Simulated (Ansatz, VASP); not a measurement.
# GaP in two plane-wave programs, part 2 of 2

One calculation is typed for both programs; each brings its own data sets. How far apart do they land?  Valence electrons are named where the data sets of a main pair hold unlike numbers.

VASP 6.6.1 and Ansatz 0.2.0.

So far: Starting point; Ansatz: band structure, PBE, spin-orbit coupling; VASP: band structure, PBE, spin-orbit coupling.

### Step 3. VASP: band structure, PBE, spin-orbit coupling (continued)

Level of this step: PBE, spin-orbit coupling; plane waves and PAW (Ga_d_GW, P_GW) (VASP).

Numbers of over 12 decimals in the logs are rounded to 6 here.

From OUTCAR (step 3):

```text
ion  position               nearest neighbor table
   1  0.000  0.000  0.000-   2 2.36   2 2.36   2 2.36   2 2.36
   2  0.250  0.250  0.250-   1 2.36   1 2.36   1 2.36   1 2.36

  LATTYP: Found a face centered cubic cell.
 ALAT       =     5.4505000000

 Subroutine GETGRP returns: Found 24 space group operations
 (whereof 24 operations were pure point group operations)

The static configuration has the point symmetry T_d .

 Found     10 irreducible k-points:

   k-points           NKPTS =     10   k-points in BZ     NKDIM =     10   number of bands    NBANDS=     30

   dimension x,y,z NGX =    28 NGY =   28 NGZ =   28
   dimension x,y,z NGXF=    56 NGYF=   56 NGZF=   56

   ENCUT  =  430.0 eV  31.60 Ry    5.62 a.u.   6.52  6.52  6.52*2*pi/ulx,y,z

   NELECT =      18.0000    total number of electrons

 k-points in reciprocal lattice and weights: Automatic mesh
   0.00000000  0.00000000  0.00000000       0.016
   0.25000000  0.00000000  0.00000000       0.062
  -0.25000000  0.00000000  0.00000000       0.062
   0.50000000  0.00000000  0.00000000       0.062
   0.25000000  0.25000000  0.00000000       0.094
   0.50000000  0.25000000  0.00000000       0.188
   0.50000000 -0.25000000  0.00000000       0.188
  -0.25000000  0.25000000  0.00000000       0.188
   0.50000000  0.50000000  0.00000000       0.047
  -0.25000000  0.50000000  0.25000000       0.094

 average (electrostatic) potential at core
       1 -65.6683       2 -74.7310

 E-fermi :   4.5231

 k-point     1 :       0.0000    0.0000    0.0000
  band No.  band energies     occupation
    ...
     14       4.3483      1.00000
     15       4.4316      1.00000
     16       4.4316      1.00000
     17       4.4316      1.00000
     18       4.4316      1.00000
     19       6.2200      0.00000
     20       6.2200      0.00000
     21       8.1493      0.00000
     22       8.1493      0.00000
     23       8.3174      0.00000
    ...

 k-point     2 :       0.2500    0.0000    0.0000
  band No.  band energies     occupation
    ...
     14       0.5164      1.00000
     15       3.7054      1.00000
     16       3.7054      1.00000
     17       3.7670      1.00000
     18       3.7714      1.00000
     19       6.5433      0.00000
     20       6.5433      0.00000
     21       9.0717      0.00000
     22       9.0717      0.00000
     23       9.1647      0.00000
    ...

 k-point     3 :      -0.2500    0.0000    0.0000
  band No.  band energies     occupation
    ...
     14       0.5164      1.00000
     15       3.7054      1.00000
     16       3.7054      1.00000
     17       3.7670      1.00000
     18       3.7714      1.00000
     19       6.5433      0.00000
     20       6.5433      0.00000
     21       9.0717      0.00000
     22       9.0717      0.00000
     23       9.1647      0.00000
    ...

  Total        0.7196789      0.7196789      0.7196789      0.0000000      0.0000000      0.0000000
  in kB       28.4839546     28.4839546     28.4839546      0.0000000      0.0000000      0.0000000
  external PRESSURE =      28.4839546 kB  Pullay stress =       0.0000000 kB

  energy-cutoff  :      430.00
  volume of cell :       40.48
      direct lattice vectors                 reciprocal lattice vectors
     0.000000000  2.725250000  2.725250000    -0.183469406  0.183469406  0.183469406
     2.725250000  0.000000000  2.725250000     0.183469406 -0.183469406  0.183469406
     2.725250000  2.725250000  0.000000000     0.183469406  0.183469406 -0.183469406

 POSITION                                       TOTAL-FORCE (eV/Angst)
 -----------------------------------------------------------------------------------
      0.00000      0.00000      0.00000         0.000000     -0.000000      0.000000
      1.36262      1.36262      1.36262        -0.000000      0.000000     -0.000000
 -----------------------------------------------------------------------------------
    total drift:                                0.000000      0.000000      0.000000

  FREE ENERGIE OF THE ION-ELECTRON SYSTEM (eV)
  ---------------------------------------------------
  free  energy   TOTEN  =        -8.9667295970 eV

  energy  without entropy=       -8.9667295970  energy(sigma->0) =       -8.96672960

 Spin-Orbit-Coupling matrix elements
 Ion:    1  E_soc:     -0.0163879
 Ion:    2  E_soc:     -0.0010272

 total charge
# of ion       s       p       d       tot
------------------------------------------
    1        0.841   0.857   9.966  11.665
    2        1.109   1.750   0.045   2.904
--------------------------------------------------
tot          1.950   2.607  10.011  14.568

 magnetization (x)
# of ion       s       p       d       tot
------------------------------------------
    1        0.000   0.000   0.000   0.000
    2       -0.000  -0.000   0.000  -0.000
--------------------------------------------------
tot          0.000   0.000   0.000   0.000

 magnetization (y)
# of ion       s       p       d       tot
------------------------------------------
    1        0.000   0.000   0.000   0.000
    2       -0.000   0.000   0.000   0.000
--------------------------------------------------
tot          0.000   0.000   0.000   0.000

 magnetization (z)
# of ion       s       p       d       tot
------------------------------------------
    1        0.000   0.000   0.000   0.000
    2       -0.000  -0.000   0.000  -0.000
--------------------------------------------------
tot         -0.000   0.000   0.000   0.000

[... 3 further parts left out ...]
```

The run ends at a pressure of 2.85 GPa.

### Step 4. Comparison

Known differences besides the potentials themselves: spin-orbit coupling enters by fully relativistic files in Ansatz and inside the spheres in VASP; the cutoff is 420 eV in Ansatz and 430 eV in VASP. Total energies have different zeros and are not compared.

Both answers:

```csv
quantity,Ansatz,VASP,difference
gap over the path points (eV),1.545,1.546,-0.002
```

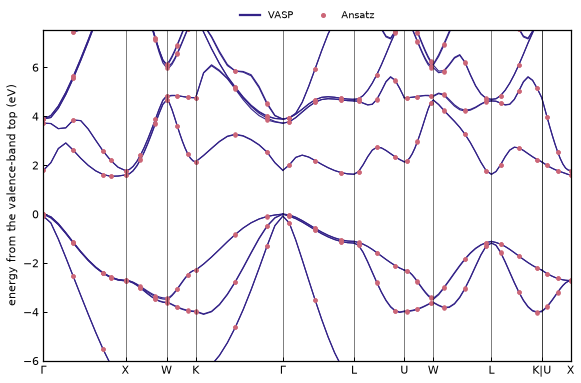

Bands from VASP (lines) and levels from Ansatz (dots). Dots without a line are higher empty bands that the VASP plot leaves out.

Levels at points of the path, from each program's valence-band top (eV; 6 filled, then empty):

```
k (reciprocal lattice)                                                               Ansatz                                                                 VASP
     0.000 0.000 0.000        -0.09 -0.09 0.00 0.00 0.00 0.00 1.79 1.79 3.71 3.71 3.88 3.88        -0.08 -0.08 0.00 0.00 0.00 0.00 1.79 1.79 3.72 3.72 3.89 3.89
     0.182 0.000 0.182    -2.55 -2.55 -1.18 -1.18 -1.15 -1.15 2.61 2.61 3.85 3.85 5.55 5.55    -2.55 -2.55 -1.18 -1.18 -1.15 -1.15 2.61 2.61 3.85 3.85 5.55 5.55
     0.364 0.000 0.364    -5.53 -5.53 -2.43 -2.43 -2.40 -2.40 1.61 1.61 2.58 2.58 8.64 8.64    -5.53 -5.53 -2.42 -2.42 -2.40 -2.40 1.62 1.62 2.58 2.58 8.65 8.65
     0.409 0.000 0.409    -6.15 -6.15 -2.60 -2.60 -2.57 -2.57 1.54 1.54 2.20 2.20 9.44 9.44    -6.15 -6.15 -2.60 -2.60 -2.57 -2.57 1.55 1.55 2.20 2.20 9.44 9.44
     0.500 0.000 0.500  -6.81 -6.81 -2.74 -2.74 -2.71 -2.71 1.60 1.60 1.78 1.78 10.48 10.48  -6.80 -6.80 -2.73 -2.73 -2.71 -2.71 1.60 1.60 1.78 1.78 10.48 10.48
     0.500 0.091 0.591    -6.75 -6.75 -3.03 -3.01 -2.98 -2.96 2.22 2.24 2.40 2.41 9.18 9.20    -6.75 -6.75 -3.03 -3.01 -2.98 -2.96 2.22 2.24 2.40 2.41 9.19 9.21
     0.500 0.182 0.682    -6.65 -6.64 -3.49 -3.47 -3.38 -3.33 3.69 3.72 3.87 3.88 7.11 7.17    -6.64 -6.63 -3.49 -3.47 -3.38 -3.33 3.70 3.72 3.87 3.89 7.12 7.17
     0.500 0.250 0.750    -6.61 -6.59 -3.63 -3.61 -3.49 -3.44 4.66 4.66 4.81 4.84 5.98 6.09    -6.60 -6.59 -3.62 -3.61 -3.49 -3.44 4.66 4.66 4.81 4.84 5.99 6.09
     0.455 0.295 0.750    -6.60 -6.59 -3.81 -3.79 -3.08 -3.05 3.61 3.62 4.83 4.84 6.53 6.57    -6.59 -6.58 -3.81 -3.79 -3.08 -3.05 3.61 3.62 4.84 4.84 6.53 6.58
     0.409 0.341 0.750    -6.60 -6.59 -3.96 -3.94 -2.50 -2.48 2.46 2.47 4.77 4.78 7.56 7.58    -6.60 -6.59 -3.96 -3.94 -2.50 -2.48 2.46 2.47 4.78 4.78 7.56 7.59
```

Among the levels compared at these points, filled levels agree within 4 meV and empty ones within 6 meV. Not compared: the pressure (VASP's GW data sets at this cutoff don't carry it).

### Step 5. What came out

```
largest difference of a filled level at the path points (band structure, PBE, spin-orbit coupling) : 4.3 meV
```

In words: The largest difference of a filled level at the path points is 4.3 meV (band structure, PBE, spin-orbit coupling), within the 80 meV picked in this series as the mark of a large difference. 1 further run of this series is not shown here. Such differences can come from data sets, numerical settings and the points named under the comparisons, not from the functional's error against experiment.

[Lines on the potential files, build, host, timing and source positions are cut from VASP's logs without a mark.]

[Logs are printed without paths, hosts, clocks, repeated set-up lines and the standing remarks that a program may print on its own settings, such as how far it seeks lower states.]

[Hosts, paths, dates, database ids (printed as entryN), source tags and the programs' standing remarks are cut or masked in the printed files.]
